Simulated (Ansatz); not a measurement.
# AlFH5N: what the fields show

```xyz
8

Al   -0.0513    0.4378    0.0008
N    -0.0424    0.2420    2.0750
H    -0.8183   -0.3146    2.4600
H     0.8358   -0.1246    2.4678
H     1.4142   -0.0975   -0.3907
H    -1.3909   -0.3566   -0.4021
F    -0.2094    2.1396    0.0678
H    -0.1547    1.2104    2.4135
```

Theory: RKS PBE/def2-SVP in Ansatz 0.2.0.

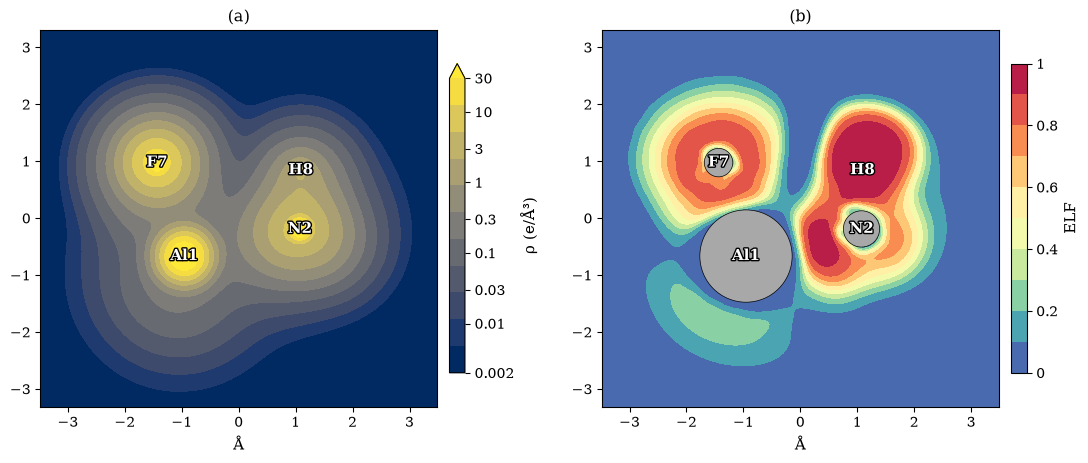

Figure 1. (a) electron density; (b) electron localisation function on the plane of atoms N2, Al1 and F7. Grey discs cover the atomic cores in the ELF map.

Q: What does the map show?

A: Atoms in the plane: Al, N, F and H. Al–F (1.71 Å): ρ at the midpoint is about 0.72 e/Å³; the ELF peaks at about 0.85 in the valence shell of F, 0.6 Å from its nucleus, and is about 0.30 at the midpoint. Al–N (2.08 Å): ρ is about 0.45 e/Å³ halfway; the ELF peaks at about 0.95 in the valence shell of N, 0.7 Å from its nucleus, and is about 0.75 at the midpoint. N–H (1.03 Å): ρ at the midpoint is about 2.8 e/Å³; the ELF climbs to about 1 towards the hydrogen, as it does in any bond to H: a covalent bond by its length. The ELF also peaks beside F7, away from the bonds: lone-pair regions.

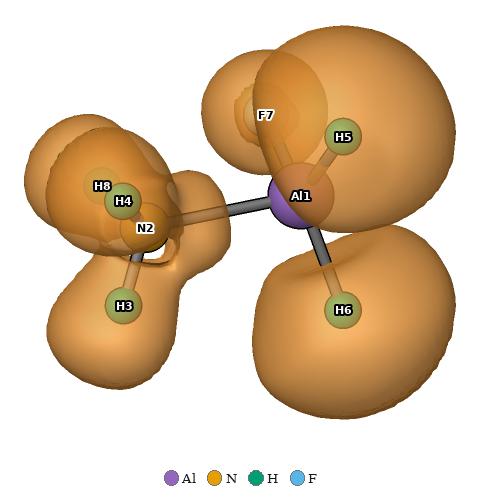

Figure 2. Isosurface of the electron localisation function at 0.75 (orange), seen at an oblique angle. Core shells and regions of very low density are left out.

Q: Describe the localisation domains.

A: At this value the surface marks out two regions around hydrogen nuclei, one region wrapped around F (its valence shell) and one joined region spread over several atoms (H, N), in which their bonds and any lone pairs are merged.

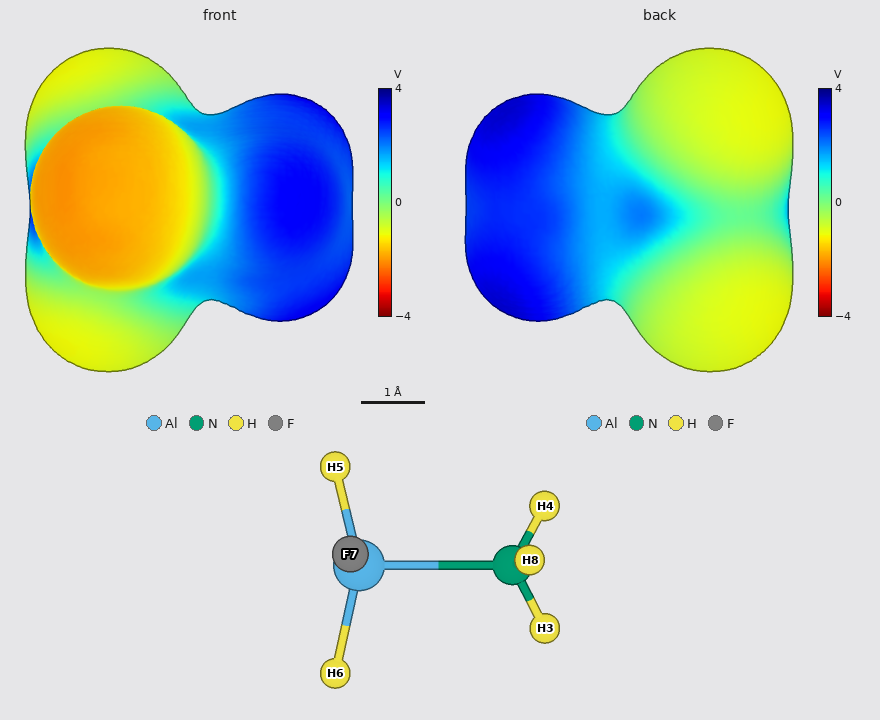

Figure 3. The molecular electrostatic potential painted on the density surface at 0.004 e/bohr³, seen from the front and from behind; red is negative and blue positive. The bare structure is drawn below in the same view.

Q: Which sites attract a positive test charge, and which a negative one?

A: A positive charge is drawn to the negative regions and a negative charge to the positive ones. The most negative region (about −2.0 V, or −46 kcal/mol for a unit charge) lies over F7, the most positive (about +3.4 V, or +78 kcal/mol for a unit charge) over H3 and H4.
